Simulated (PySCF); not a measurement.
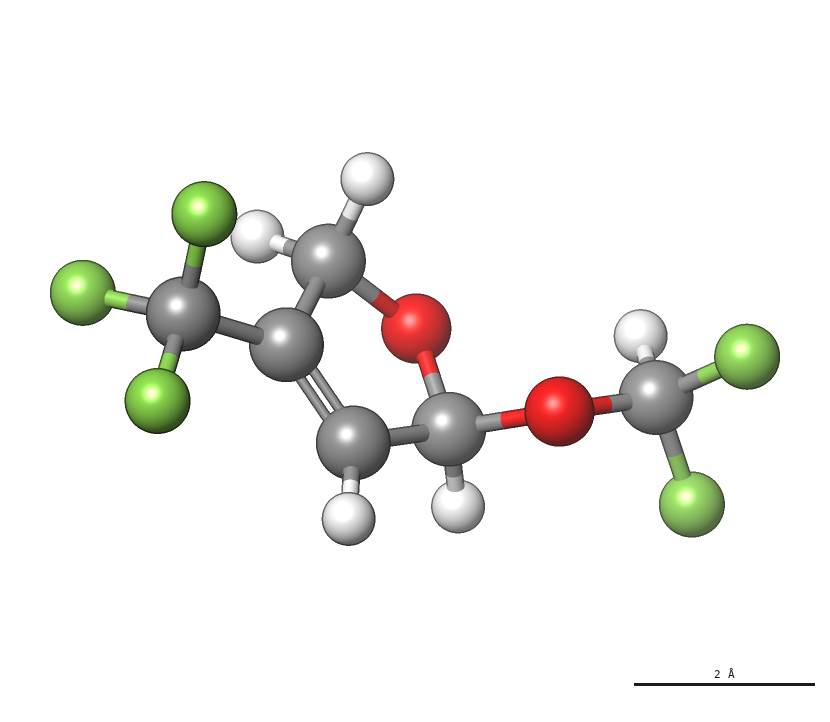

Double and triple bonds are drawn as two and three sticks. Colours: fluorine green, carbon grey, oxygen red, hydrogen white.

The geometry was computed by an optimisation with GFN2-xTB. No frequency run is at hand to confirm it as a minimum.

**What is the molecular formula?**

C₆H₅F₅O₂, 18 atoms: 6 carbon, 5 hydrogen, 5 fluorine and 2 oxygen.

**Name some functional groups or characteristic bonds that it holds.**

Among them: ether, alkene, C–F bond.

**Does it have rings?**

Independent rings (smallest set): 1 of 5 members.

**What is the point group of this geometry?**

C1.

More results for the same structure follow; atom numbers are the same in all pictures, views and colours differ.

### NMR shielding

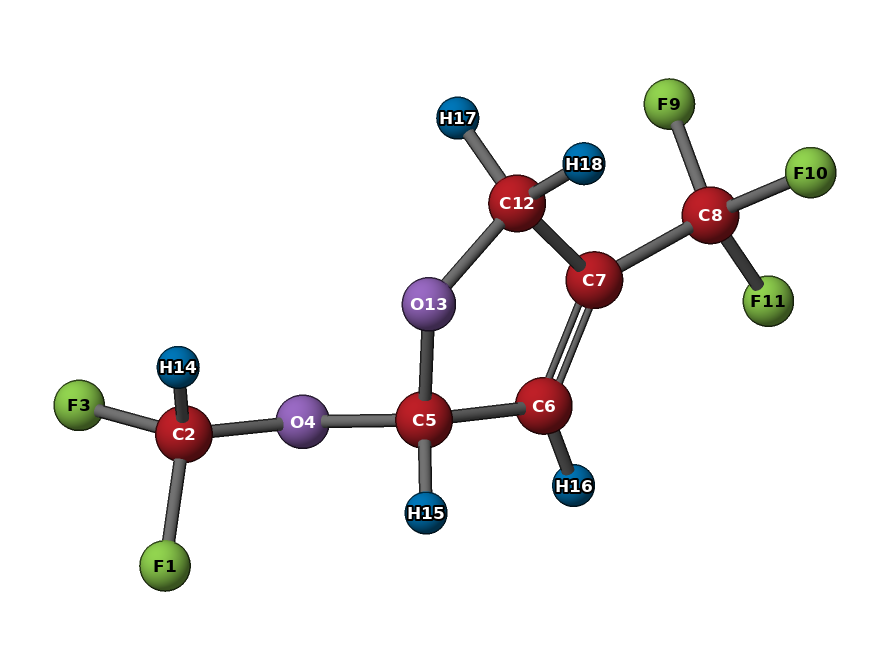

The questions are on isotropic NMR shieldings of the F atoms. No frequency run is at hand to confirm it as a minimum. Method: GIAO PBE0/pcSseg-1 NMR shielding, non-relativistic, gas phase (PySCF 2.14.0).

Give the isotropic NMR shieldings of the F atoms atom by atom.

```tsv
atom	σ (ppm)
F1	277.1
F3	282.6
F9	249.1
F10	248.1
F11	259.4
```

### Electronic properties

No frequency run is at hand to confirm it as a minimum. Level of theory: PBE0/pcSseg-1, gas phase (PySCF 2.14.0).

**Estimate the dipole moment.**

2.03 D.

**Estimate the LUMO energy (Kohn–Sham orbital).**

−1.32 eV.

**What is the HOMO energy (Kohn–Sham orbital)?**

−8.66 eV.

### Charges

The questions are on Mulliken charges. No frequency run is at hand to confirm it as a minimum. Properties computed with PBE0/pcSseg-1, gas phase (PySCF 2.14.0).

List the Mulliken charges.

| atom | value (e) |
| --- | --- |
| F1 | −0.31 |
| C2 | 0.68 |
| F3 | −0.27 |
| O4 | −0.47 |
| C5 | 0.37 |
| C6 | −0.02 |
| C7 | −0.49 |
| C8 | 0.95 |
| F9 | −0.27 |
| F10 | −0.27 |
| F11 | −0.26 |
| C12 | 0.24 |
| O13 | −0.52 |
| H14 | 0.09 |
| H15 | 0.14 |
| H16 | 0.10 |
| H17 | 0.15 |
| H18 | 0.15 |

### Bond orders

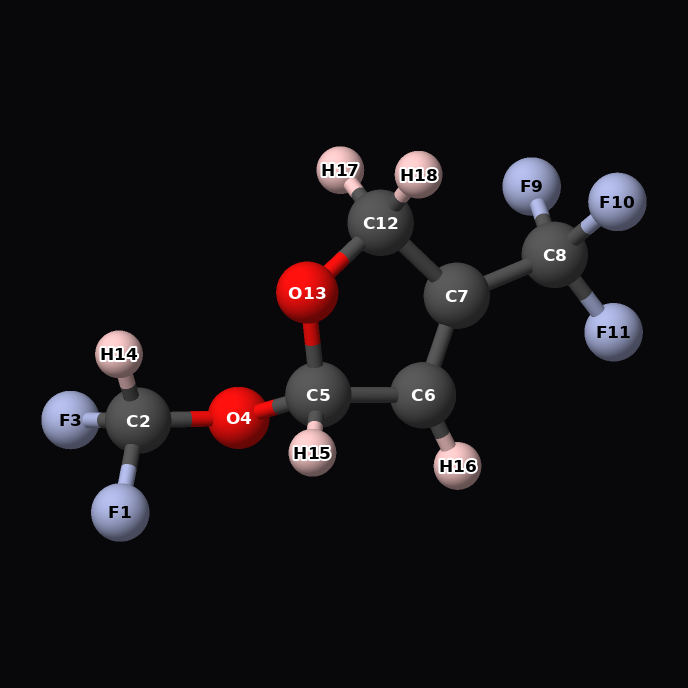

Every bond is drawn as one stick. No frequency run is at hand to confirm it as a minimum. Method: PBE0/pcSseg-1 (PySCF 2.14.0).

**Which bond between heavy atoms has the highest Mayer bond order?**

C6–C7, 1.79, at a length of 1.325 Å.

List the Mayer bond orders of F1–C2, C2–F3, C2–O4, O4–C5, C5–C6, C5–O13, C6–C7, C7–C8, C7–C12, C8–F9, C8–F10, C8–F11, C12–O13 (bonds between heavy atoms, one of each equivalent set).

```
   bond  Mayer order  length (Å)
  F1–C2         0.95       1.359
  C2–F3         1.02       1.335
  C2–O4         1.04       1.356
  O4–C5         0.86       1.428
  C5–C6         1.04       1.504
 C5–O13         0.99       1.395
  C6–C7         1.79       1.325
  C7–C8         0.98       1.494
 C7–C12         0.99       1.501
  C8–F9         1.00       1.342
 C8–F10         0.99       1.343
 C8–F11         1.01       1.335
C12–O13         0.90       1.421
```

Mulliken values depend strongly on the basis set and can even reverse the polarity of a bond.
